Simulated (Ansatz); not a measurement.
# C2H9ClOSi2: two geometries relaxed

Are the two ends of the rotation by 120° about the Si4–O5 bond separate minima, and which lies lower? Each is relaxed from a guess. SMILES of the start: C[SiH2]C[SiH](O)Cl.

Method: RKS PBE-D4/def2-SVP, in Ansatz 0.2.0.

## 1. The starting structure

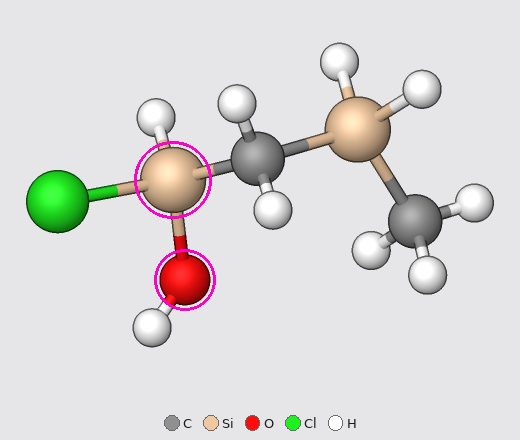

Start, viewed from a free direction; carbon grey, silicon light orange, oxygen red, chlorine green, hydrogen white. Ringed: Si4, O5.

Structure file:

```xyz
15

C    -0.0723   -1.8025    1.1862
Si    1.1399   -0.5155    0.6531
C     0.4129    1.1442    0.2089
Si   -0.3434    0.9912   -1.3931
O    -1.8484    0.1420   -1.3344
Cl   -1.0099    2.8602   -2.0015
H     0.3861   -2.6735    1.5310
H    -0.7465   -2.0135    0.3425
H    -0.7366   -1.3559    2.0322
H     2.0783   -0.3150    1.8154
H     1.9616   -1.0470   -0.4352
H    -0.2134    1.5021    1.0237
H     1.2071    1.9023    0.1348
H     0.4078    0.4371   -2.4484
H    -2.6450    0.6930   -1.2858
```

## 2. Relaxing end A

The input, input.yaml:

```yaml
crystal:
  periodic: [false, false, false]
  atoms:
    - { symbol: C, position_ang: [-0.0723, -1.8025, 1.1862] }
    - { symbol: Si, position_ang: [1.1399, -0.5155, 0.6531] }
    - { symbol: C, position_ang: [0.4129, 1.1442, 0.2089] }
    - { symbol: Si, position_ang: [-0.3434, 0.9912, -1.3931] }
    - { symbol: O, position_ang: [-1.8484, 0.142, -1.3344] }
    - { symbol: Cl, position_ang: [-1.0099, 2.8602, -2.0015] }
    - { symbol: H, position_ang: [0.3861, -2.6735, 1.531] }
    - { symbol: H, position_ang: [-0.7465, -2.0135, 0.3425] }
    - { symbol: H, position_ang: [-0.7366, -1.3559, 2.0322] }
    - { symbol: H, position_ang: [2.0783, -0.315, 1.8154] }
    - { symbol: H, position_ang: [1.9616, -1.047, -0.4352] }
    - { symbol: H, position_ang: [-0.2134, 1.5021, 1.0237] }
    - { symbol: H, position_ang: [1.2071, 1.9023, 0.1348] }
    - { symbol: H, position_ang: [0.4078, 0.4371, -2.4484] }
    - { symbol: H, position_ang: [-2.645, 0.693, -1.2858] }
basis:
  gaussian: { orbitals: def2-SVP }
hamiltonian:
  xc: pbe
  dispersion: d4
relax:
  f_tol: 0.015
  max_steps: 40
output:
  orbitals: {}
```

Launch:

```bash
ansatz run input.yaml --threads 2 --pin off --max-ram 3072MiB --backend cpu --events-out ev --progress --plain --runs-dir out
```

What it wrote, cut to the lines that bear on the results:

```text
Warning: RAYON_NUM_THREADS=2 ignored (pool sized by the plan → 2); use --threads N
[...]
Functional definition: PBE
[...]
1568 factors; their error is unknown
[...]
mean field -32517.46689590 eV, -1194.9948672935 hartree, gradient 2.2e-5 eV, S^2 0.000000; 0 other end points of the search recorded, 0 dependent functions left out
[...]
reference -32517.46693761 eV, -1194.9948688264 hartree; 37, 37 occupied and 104, 104 virtual orbitals, 1568 factors
relax step   1: F+E_penalty+E_count = -32517.87060063 eV  Δ(F+E_penalty+E_count) = +0.000e0 eV  max|allowed force component| = 4.096e0 eV/Å  Δτ_max = 0.0000 Å  (29 SCF iters, accepted)
[...]
relax step   3: F+E_penalty+E_count = -32518.44692200 eV  Δ(F+E_penalty+E_count) = -7.180e-2 eV  max|allowed force component| = 9.334e-1 eV/Å  Δτ_max = 0.0506 Å  (29 SCF iters, accepted)
[...]
relax step   5: F+E_penalty+E_count = -32518.47778818 eV  Δ(F+E_penalty+E_count) = -1.571e-2 eV  max|allowed force component| = 1.813e-1 eV/Å  Δτ_max = 0.0315 Å  (30 SCF iters, accepted)
[...]
relax step   7: F+E_penalty+E_count = -32518.48340537 eV  Δ(F+E_penalty+E_count) = -3.615e-3 eV  max|allowed force component| = 6.058e-2 eV/Å  Δτ_max = 0.0217 Å  (30 SCF iters, accepted)
[...]
relax step   9: F+E_penalty+E_count = -32518.47406236 eV  Δ(F+E_penalty+E_count) = +1.253e-2 eV  max|allowed force component| = 1.076e0 eV/Å  Δτ_max = 0.1952 Å  (29 SCF iters, rejected (line search))
[...]
relax step  10: F+E_penalty+E_count = -32518.49152204 eV  Δ(F+E_penalty+E_count) = -4.927e-3 eV  max|allowed force component| = 7.095e-2 eV/Å  Δτ_max = 0.0976 Å  (30 SCF iters, accepted)
[...]
1568 factors; their error is unknown
```

## 3. More of the same log: end point A relaxed

Output, continued, cut to the lines that bear on the results:

```text
mean field -32518.09273437 eV, -1195.0178664331 hartree, gradient 9.8e-6 eV, S^2 0.000000; 0 other end points of the search recorded, 0 dependent functions left out
[...]
reference -32518.09277547 eV, -1195.0178679434 hartree; 37, 37 occupied and 104, 104 virtual orbitals, 1568 factors
relax step  11: F+E_penalty+E_count = -32518.49236462 eV  Δ(F+E_penalty+E_count) = -8.426e-4 eV  max|allowed force component| = 4.740e-1 eV/Å  Δτ_max = 0.0957 Å  (30 SCF iters, accepted)
[...]
relax step  16: F+E_penalty+E_count = -32518.50115629 eV  Δ(F+E_penalty+E_count) = -8.797e-5 eV  max|allowed force component| = 5.052e-2 eV/Å  Δτ_max = 0.0320 Å  (29 SCF iters, accepted)
[...]
relax step  17: F+E_penalty+E_count = -32518.50126745 eV  Δ(F+E_penalty+E_count) = -1.112e-4 eV  max|allowed force component| = 1.384e-2 eV/Å  Δτ_max = 0.0093 Å  (31 SCF iters, accepted)
1568 factors; their error is unknown
[...]
Atom 5 at    -1.212876     2.995512    -1.843436 Å, force    -0.003056    -0.004134     0.001127 eV/Å
Atom 6 at     0.146040    -2.699154     1.474903 Å, force    -0.003008     0.005706    -0.001622 eV/Å
Atom 7 at    -0.896814    -1.823432     0.295104 Å, force     0.004501    -0.001616     0.007396 eV/Å
Atom 8 at    -0.830867    -1.294405     2.014083 Å, force     0.005995    -0.003788    -0.006069 eV/Å
Atom 9 at     2.085215    -0.315680     1.921410 Å, force     0.000238    -0.001037    -0.000249 eV/Å
Atom 10 at     2.024444    -1.136911    -0.370976 Å, force     0.000153     0.000642     0.002082 eV/Å
Atom 11 at    -0.139001     1.574682     0.928128 Å, force     0.002773     0.000038     0.003360 eV/Å
Atom 12 at     1.363922     1.854210     0.014829 Å, force    -0.000051    -0.000045    -0.002553 eV/Å
Atom 13 at     0.443676     0.708294    -2.633740 Å, force    -0.001609    -0.001606    -0.000011 eV/Å
Atom 14 at    -2.391360     0.131930    -0.856302 Å, force    -0.013841    -0.000327     0.008333 eV/Å
Dipole moment:    -0.100551    -0.108878     0.391275 e Å
```

It took 69 s on 2 threads of Arm Neoverse V2, shared host; peak memory 0.2 GiB.

Relaxation path:

| step | energy from step 1 (eV) | largest force component (eV/Å) |
| --- | --- | --- |
| 1 | 0.0000 | 4.0964 |
| 2 | -0.5045 | 1.4385 |
| 3 | -0.5763 | 0.9334 |
| 4 | -0.5915 | 0.7567 |
| 5 | -0.6072 | 0.1813 |
| 6 | -0.6092 | 0.1767 |
| 7 | -0.6128 | 0.0606 |
| 8 | -0.6160 | 0.0427 |
| 9x | -0.6035 | 1.0758 |
| 10 | -0.6209 | 0.0709 |
| 11 | -0.6218 | 0.4740 |
| 12 | -0.6282 | 0.0758 |
| 13 | -0.6284 | 0.1217 |
| 14 | -0.6302 | 0.0309 |
| 15 | -0.6305 | 0.0152 |
| 16 | -0.6306 | 0.0505 |
| 17 | -0.6307 | 0.0138 |

Step 1 is the start. 1 step was tried and not accepted (marked x).

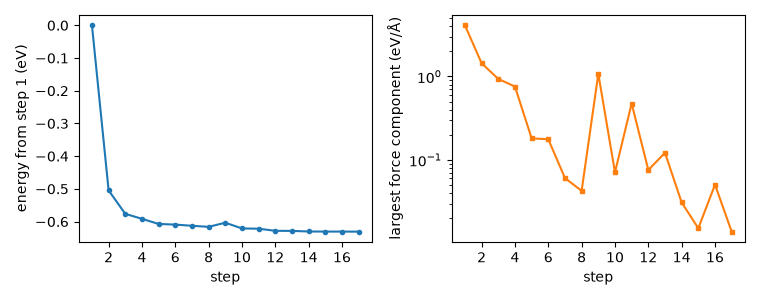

Energy and largest force along the relaxation.

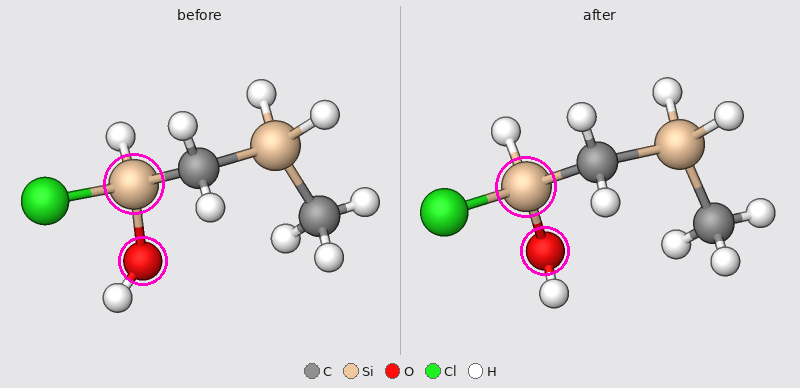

The structure before (left) and after (right), drawn at the same scale.

After: Bond lengths: C1–Si2 1.888 Å, Si2–C3 1.904 Å, C3–Si4 1.872 Å, Si4–O5 1.679 Å, Si4–Cl6 2.095 Å, C1–H7 1.109 Å, C1–H8 1.109 Å, C1–H9 1.110 Å, Si2–H10 1.508 Å, Si2–H11 1.508 Å, C3–H12 1.112 Å, C3–H13 1.112 Å, Si4–H14 1.493 Å, O5–H15 0.973 Å. Angles (14 of 25 angles, heavy atoms first): C1–Si2–C3 110.7°, Si2–C3–Si4 114.8°, C3–Si4–O5 113.0°, C3–Si4–Cl6 108.2°, O5–Si4–Cl6 109.6°, C1–Si2–H10 110.6°, C1–Si2–H11 110.0°, C3–Si2–H10 109.0°, C3–Si2–H11 108.7°, Si2–C1–H7 111.3°, Si2–C1–H8 109.4°, Si2–C1–H9 110.9°, Si2–C3–H12 109.2°, Si2–C3–H13 109.3°.

## 4. Relaxing end B

The second end starts from a geometry with the move made by hand.

Edit input.yaml of step 2 so:

```diff
@@ -17,3 +17,3 @@
     - { symbol: H, position_ang: [0.4078, 0.4371, -2.4484] }
-    - { symbol: H, position_ang: [-2.645, 0.693, -1.2858] }
+    - { symbol: H, position_ang: [-1.96735, -0.45938, -0.58292] }
 basis:
@@ -26,3 +26 @@
   max_steps: 40
-output:
-  orbitals: {}
```

Launch:

```bash
ansatz run input.yaml --threads 2 --pin off --max-ram 3072MiB --backend cpu --events-out ev --progress --plain --runs-dir out
```

What it wrote, cut to the lines that bear on the results:

```text
Warning: RAYON_NUM_THREADS=2 ignored (pool sized by the plan → 2); use --threads N
[...]
Functional definition: PBE
[...]
1568 factors; their error is unknown
[...]
mean field -32517.38665049 eV, -1194.9919183290 hartree, gradient 2.3e-5 eV, S^2 0.000000; 0 other end points of the search recorded, 0 dependent functions left out
[...]
reference -32517.38669110 eV, -1194.9919198215 hartree; 37, 37 occupied and 104, 104 virtual orbitals, 1568 factors
relax step   1: F+E_penalty+E_count = -32517.79479140 eV  Δ(F+E_penalty+E_count) = +0.000e0 eV  max|allowed force component| = 3.964e0 eV/Å  Δτ_max = 0.0000 Å  (29 SCF iters, accepted)
[...]
relax step   5: F+E_penalty+E_count = -32518.44994674 eV  Δ(F+E_penalty+E_count) = -7.277e-2 eV  max|allowed force component| = 5.988e-1 eV/Å  Δτ_max = 0.1319 Å  (29 SCF iters, accepted)
[...]
Atom 5 at    -1.300656     2.855618    -1.811294 Å, force     0.000926    -0.006700    -0.002943 eV/Å
Atom 6 at     0.328007    -2.763043     1.523377 Å, force    -0.003580     0.005206    -0.000827 eV/Å
Atom 7 at    -0.772239    -1.932761     0.362682 Å, force     0.009927     0.002394     0.010439 eV/Å
Atom 8 at    -0.700507    -1.403341     2.081635 Å, force     0.008532    -0.006240    -0.014508 eV/Å
Atom 9 at     2.158968    -0.288578     1.951793 Å, force    -0.006601    -0.000614    -0.006802 eV/Å
Atom 10 at     2.119263    -1.125572    -0.334816 Å, force    -0.005859     0.004224     0.003302 eV/Å
Atom 11 at    -0.145290     1.500922     0.968494 Å, force    -0.001498     0.000280    -0.005435 eV/Å
Atom 12 at     1.330639     1.830408     0.027659 Å, force    -0.003503    -0.001555     0.002414 eV/Å
Atom 13 at     0.424354     0.611145    -2.591549 Å, force    -0.009172     0.007384     0.003480 eV/Å
Atom 14 at    -2.375873    -0.030305    -0.779468 Å, force     0.010477    -0.002005    -0.007673 eV/Å
Dipole moment:    -0.094702    -0.106628     0.391038 e Å
```

It took 66 s on 2 threads of Arm Neoverse V2, shared host; peak memory 0.2 GiB.

The steps of the relaxation:

| step | energy from step 1 (eV) | largest force component (eV/Å) |
| --- | --- | --- |
| 1 | 0.0000 | 3.9642 |
| 2 | -0.4722 | 1.5641 |
| 3 | -0.5760 | 1.0373 |
| 4 | -0.5824 | 1.3521 |
| 5 | -0.6552 | 0.5988 |
| 6 | -0.6784 | 0.2369 |
| 7 | -0.6968 | 0.1098 |
| 8 | -0.6996 | 0.0750 |
| 9x | -0.6926 | 0.7278 |
| 10 | -0.7027 | 0.0812 |
| 11 | -0.7037 | 0.0399 |
| 12 | -0.7045 | 0.1557 |
| 13 | -0.7052 | 0.0748 |
| 14 | -0.7058 | 0.0188 |
| 15 | -0.7062 | 0.0238 |
| 16 | -0.7064 | 0.0145 |

Step 1 is the start. 1 step was tried and not accepted (marked x).

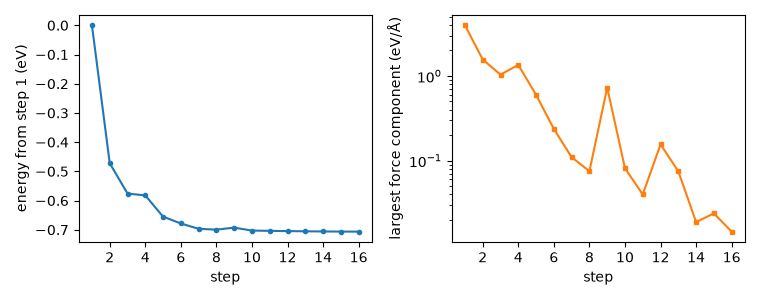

How energy and force went from step to step.

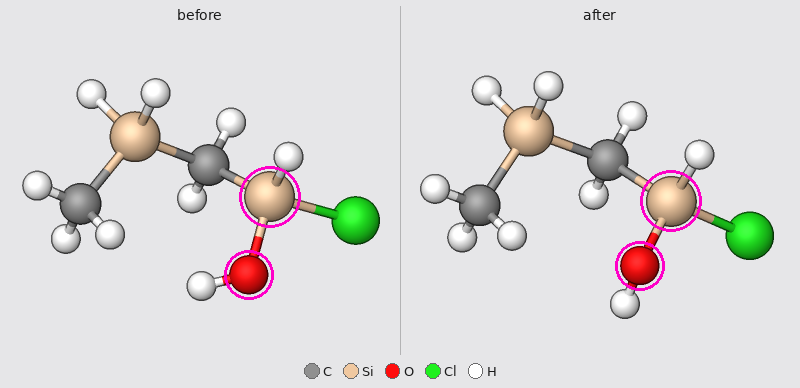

The structure before (left) and after (right), drawn at the same scale.

After: Bond lengths: C1–Si2 1.888 Å, Si2–C3 1.904 Å, C3–Si4 1.872 Å, Si4–O5 1.679 Å, Si4–Cl6 2.095 Å, C1–H7 1.109 Å, C1–H8 1.109 Å, C1–H9 1.110 Å, Si2–H10 1.509 Å, Si2–H11 1.508 Å, C3–H12 1.112 Å, C3–H13 1.113 Å, Si4–H14 1.494 Å, O5–H15 0.974 Å. Angles (14 of 25 angles, heavy atoms first): C1–Si2–C3 110.8°, Si2–C3–Si4 114.8°, C3–Si4–O5 113.0°, C3–Si4–Cl6 108.2°, O5–Si4–Cl6 109.5°, C1–Si2–H10 110.6°, C1–Si2–H11 110.1°, C3–Si2–H10 109.0°, C3–Si2–H11 108.7°, Si2–C1–H7 111.2°, Si2–C1–H8 109.6°, Si2–C1–H9 110.9°, Si2–C3–H12 109.2°, Si2–C3–H13 109.1°.

## 5. What came out

| quantity | value |
| --- | --- |
| end A | 15 moves, 0.631 eV lower |
| end B | 14 moves, 0.706 eV lower |
| largest difference between the ends | 0.02 Å |
| end B relative to end A | +0.000 eV |

**Reading.** The two relaxations end at one structure, within 0.02 Å: no second minimum was found from this start, which doesn't rule one out.
